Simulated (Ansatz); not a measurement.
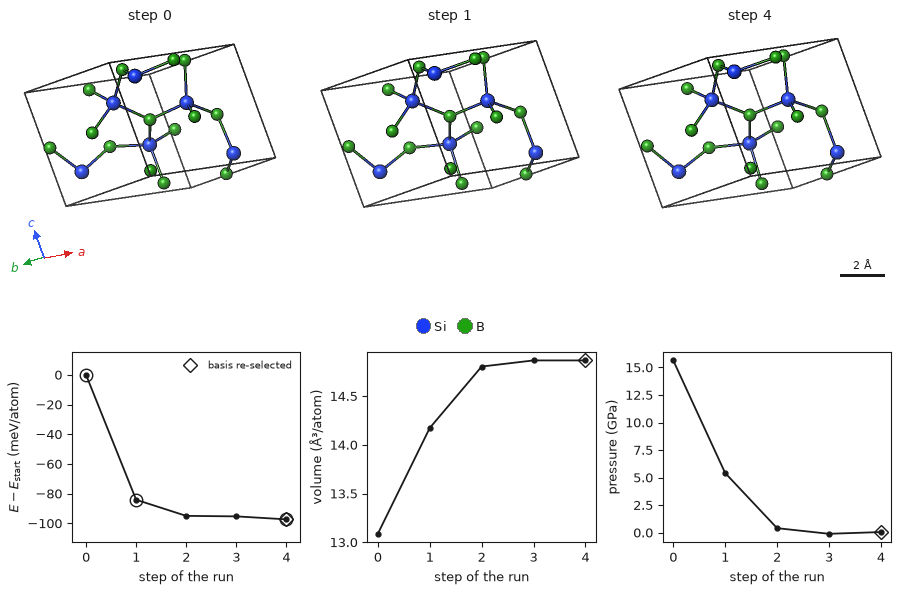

Frames of a relaxation of a crystal of Si₃B₄ (a generated structure, set up in I-43d) (coarse preliminary run), marked on the history of the run. A ball-and-stick model of the cell of the calculation, seen from a free direction.

These are results of DFT PBE, scalar-relativistic, plane waves, PAW in Ansatz, not measurements.

Input file:
```yaml
crystal:
  lattice:
    - [-3.57801753, 3.57801753, 3.57801753]
    - [3.57801753, -3.57801753, 3.57801753]
    - [3.57801753, 3.57801753, -3.57801753]
  atoms:
    - { symbol: Si, position: [0.25, 0.125, 0.875] }
    - { symbol: Si, position: [0.875, 0.25, 0.125] }
    - { symbol: Si, position: [0.75, 0.375, 0.625] }
    - { symbol: Si, position: [0.625, 0.75, 0.375] }
    - { symbol: Si, position: [0.125, 0.875, 0.25] }
    - { symbol: Si, position: [0.375, 0.625, 0.75] }
    - { symbol: B, position: [0.55519998, 0.55519998, 0.55519998] }
    - { symbol: B, position: [0.44480002, 0.5, 0.0] }
    - { symbol: B, position: [0.5, 0.0, 0.94480002] }
    - { symbol: B, position: [0.0, 0.44480002, 0.5] }
    - { symbol: B, position: [0.94480002, 0.5, 0.0] }
    - { symbol: B, position: [0.05519998, 0.05519998, 0.05519998] }
    - { symbol: B, position: [0.0, 0.94480002, 0.5] }
    - { symbol: B, position: [0.5, 0.0, 0.44480002] }
basis:
  ecutwfc: 420
kpoints:
  mp_grid: { grid: [4, 4, 4] }
hamiltonian:
  xc: pbe
scf:
  occupations: { method: gaussian, width: 0.1 }
  lower_state_search: "off"
output:
  forces: true
  stress: true
  eigenvalues: true
relax:
  adjacent_minimum: "off"
  f_tol: 0.04
  max_steps: 70
  cell: { stress_tol: 0.4 }
```

Run as
```bash
ansatz run input.yaml --threads 1 --pin off --max-ram 2560MiB --backend cpu --events-out ev --progress --plain --runs-dir out
```

> Describe the path.

The largest moves relative to the cell, 0.13 Å, are those of 8 atoms (B7, B8, B9, B10 and others). B7 goes along [1 1 1]. Si stays in place. Cell: a = b = c 6.197 → 6.466 Å (+4.3 %). Volume +13.6 %. Among the contacts that change: Si1–B12 1.940 → 2.017 Å. Among the angles between lasting bonds that change: B11–Si5–B13 111.5° → 105.8°, B11–Si5–B12 108.5° → 111.3°. The space group stays I-43d (No. 220). The energy falls by 97.3 meV per atom in 3 accepted moves (4 points after the start). The largest force component goes from 0.2 to 0.02 eV/Å. Pressure: 15.64 GPa at the start and 0.06 GPa at the end. The SCF was repeated once at an unchanged geometry on a basis and grid sized afresh for the cell, which shifted the energy by 2.0 meV per atom at most. From step 0 to 1: B atoms move most (0.11 Å), volume +8.3 %, energy −84.1 meV per atom. From step 1 to 4: B atoms move most (0.02 Å), volume +4.9 %, energy −13.2 meV per atom.
